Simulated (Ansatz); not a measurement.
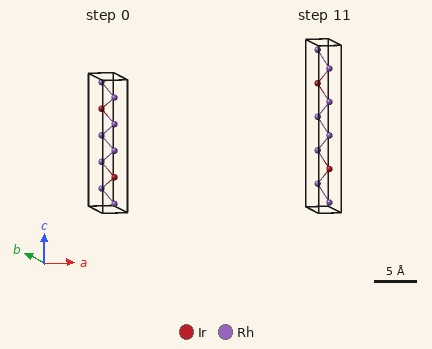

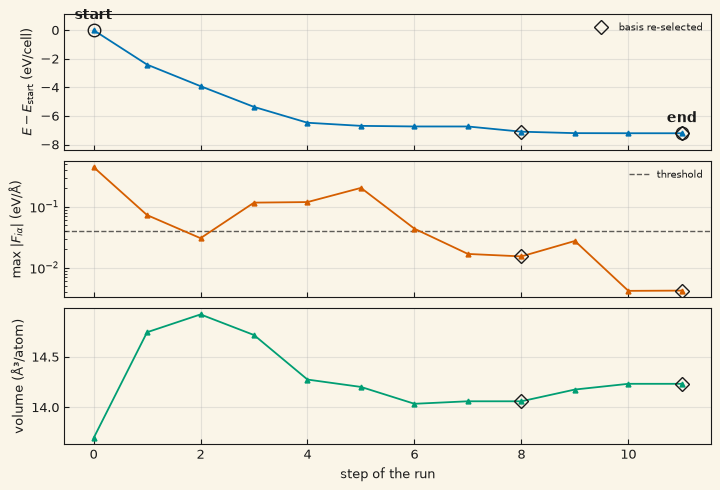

First and last geometry of a relaxation of crystalline IrRh4 (a generated structure, set up in P6_3/mmc) (coarse preliminary run), with the history of the run. A ball-and-stick model of the cell of the calculation, seen from a free direction.

Computed with DFT PBE, scalar-relativistic, plane waves, PAW (Ansatz 0.2.0). (plane-wave cutoff 420 eV; k-point mesh 6 × 6 × 1; occupations gaussian; smearing width 0.1 eV; no spin polarisation; cell and atoms relaxed; force threshold 0.04 eV/Å; at most 70 steps)

**What do the curves and the structures tell?**

It converged. After 9 accepted moves (11 points after the start) the energy has fallen by 7.212 eV per cell of the calculation. Largest force component: 0.45 eV/Å at the start, 0.0042 eV/Å at the end. The pressure goes from 39.48 to −0.24 GPa. The SCF was repeated twice at an unchanged geometry on a basis and grid sized afresh for the cell, which shifted the energy by 0.364 eV per cell of the calculation at most. The largest moves relative to the cell, 0.007 Å, are those of Rh atoms. Ir stays in place. The volume changes by +3.9 %, with a = b 3.022 → 2.745 Å (−9.2 %), c 17.317 → 21.818 Å (+26.0 %). Among the contacts that change: Ir–Ir 3.022 → 2.745 Å, Rh–Rh 3.022 → 2.745 Å, Rh–Rh 2.458 → 2.708 Å, Ir–Rh 2.458 → 2.691 Å. The space group stays P6_3/mmc (No. 194). The run took 100 s on 1 thread of Intel(R) Xeon(R) Platinum 8259CL CPU @ 2.50GHz (Skylake/Cascade Lake) (shared host), peak memory 0.55 GiB.

```json
{"step": "0", "E − E(0), meV/atom": "0.00", "largest force component, eV/Å": "0.4471", "pressure, GPa": "39.48", "volume, Å³/atom": "13.694", "note": ""}
{"step": "1", "E − E(0), meV/atom": "-241.01", "largest force component, eV/Å": "0.0731", "pressure, GPa": "10.57", "volume, Å³/atom": "14.744", "note": ""}
{"step": "2", "E − E(0), meV/atom": "-391.86", "largest force component, eV/Å": "0.0305", "pressure, GPa": "1.23", "volume, Å³/atom": "14.920", "note": ""}
{"step": "3", "E − E(0), meV/atom": "-536.89", "largest force component, eV/Å": "0.1170", "pressure, GPa": "-1.93", "volume, Å³/atom": "14.716", "note": ""}
{"step": "4", "E − E(0), meV/atom": "-647.64", "largest force component, eV/Å": "0.1195", "pressure, GPa": "-0.46", "volume, Å³/atom": "14.275", "note": ""}
{"step": "5", "E − E(0), meV/atom": "-669.46", "largest force component, eV/Å": "0.2041", "pressure, GPa": "-3.80", "volume, Å³/atom": "14.202", "note": ""}
{"step": "6", "E − E(0), meV/atom": "-673.66", "largest force component, eV/Å": "0.0437", "pressure, GPa": "0.82", "volume, Å³/atom": "14.035", "note": ""}
{"step": "7", "E − E(0), meV/atom": "-673.82", "largest force component, eV/Å": "0.0169", "pressure, GPa": "0.04", "volume, Å³/atom": "14.060", "note": ""}
{"step": "8", "E − E(0), meV/atom": "-710.19", "largest force component, eV/Å": "0.0154", "pressure, GPa": "3.75", "volume, Å³/atom": "14.060", "note": "same geometry, new basis"}
{"step": "9", "E − E(0), meV/atom": "-720.36", "largest force component, eV/Å": "0.0275", "pressure, GPa": "0.96", "volume, Å³/atom": "14.176", "note": ""}
{"step": "10", "E − E(0), meV/atom": "-721.07", "largest force component, eV/Å": "0.0042", "pressure, GPa": "-0.22", "volume, Å³/atom": "14.233", "note": ""}
{"step": "11", "E − E(0), meV/atom": "-721.20", "largest force component, eV/Å": "0.0042", "pressure, GPa": "-0.24", "volume, Å³/atom": "14.233", "note": "same geometry, new basis"}
```
